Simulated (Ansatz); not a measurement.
Hypothetical Fmmm Ga, pressure series

Take Ga (space group Fmmm, No. 69; a hypothetical phase, not in the database extracts checked) as the base.

```cif
data_Ga8
_chemical_formula_sum 'Ga8'
_space_group_name_H-M_alt 'Fmmm'
_space_group_IT_number 69
_space_group_name_Hall '-F 2 2'
_cell_length_a 2.78737
_cell_length_b 5.03162
_cell_length_c 10.36739
_cell_angle_alpha 90.000
_cell_angle_beta 90.000
_cell_angle_gamma 90.000
loop_
_atom_site_label
_atom_site_type_symbol
_atom_site_symmetry_multiplicity
_atom_site_Wyckoff_symbol
_atom_site_fract_x
_atom_site_fract_y
_atom_site_fract_z
_atom_site_occupancy
Ga1 Ga 8 i 0.00000 0.00000 0.12890 1
```
(The calculation used a cell of 2 atoms; values per cell refer to that cell.)

Cell and atoms are relaxed at each pressure.

All numbers come from PBE-D3(BJ)/PAW in Ansatz (a program for electronic structure), without spin-orbit coupling.

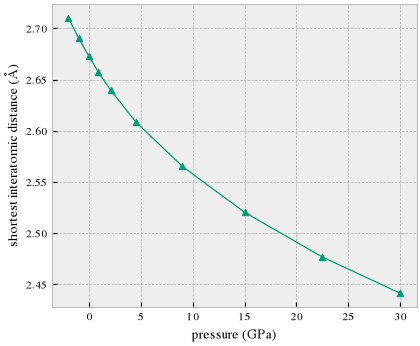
Shortest interatomic distance against pressure

**Question.** From the plot, what is the shortest interatomic distance for pressure −2 GPa?

**Answer.** About 2.71 Å.

**Question.** Is the trend monotonic over the range shown?

**Answer.** Yes, it falls throughout, spanning 2.441 Å to 2.711 Å.

Load acts through the strain it causes; cell and atoms are relaxed under it. No phonon test of stability was made. No other phases were tried under pressure. The base started in Cmce and relaxed to Fmmm at this level.
